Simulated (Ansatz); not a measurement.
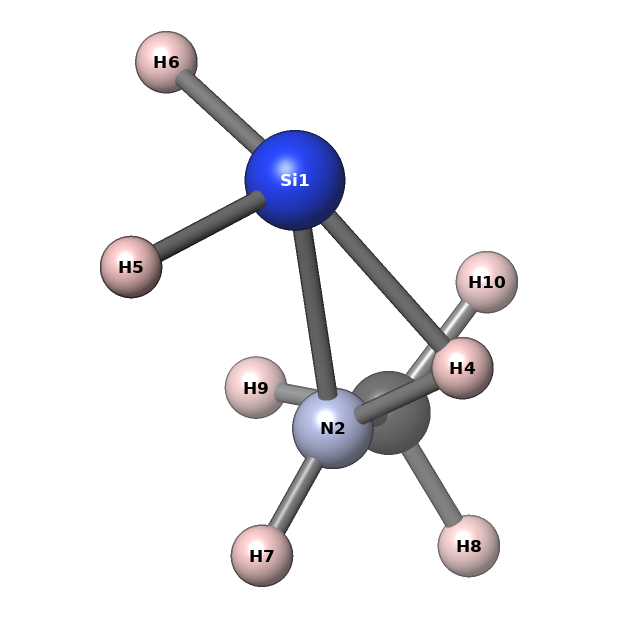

Simulated data, not a measurement (program: Ansatz).

C3 lies behind N2. The molecule seen a little off the N2–C3 bond, N2 in front. Depth is shown by fading: the farther an atom, the more it takes the colour of the background. Geometry: start.

> What is the torsion angle Si1–N2–C3–H8? The sign is positive where the front bond must turn clockwise to cover the back bond.

154°, antiperiplanar (anti).
